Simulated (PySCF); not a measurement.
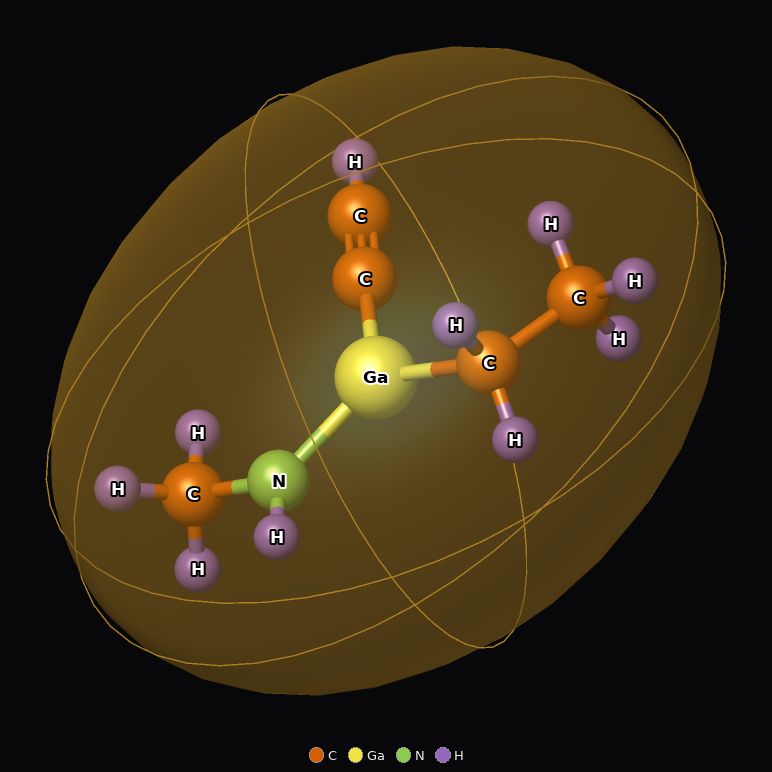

The ellipsoid shows the static dipole polarisability: its half-axes are proportional to the principal values. Computed geometry: GFN2-xTB optimisation. No frequency run is at hand to confirm it as a minimum. Level of theory: ωB97X-D/def2-SVPD (PySCF 2.14.0).

How large and how anisotropic is the polarisability?

Principal values 71.3, 106.6, 109.8 bohr³; mean 95.9 bohr³ (14.21 Å³); anisotropy 36.9 bohr³, so the longest axis is 1.54 times the shortest.

The geometry is semi-empirical. Around Ga such bond lengths and angles can be off by a tenth of an ångström or more and by several degrees, and values that hang on the shape move with them.
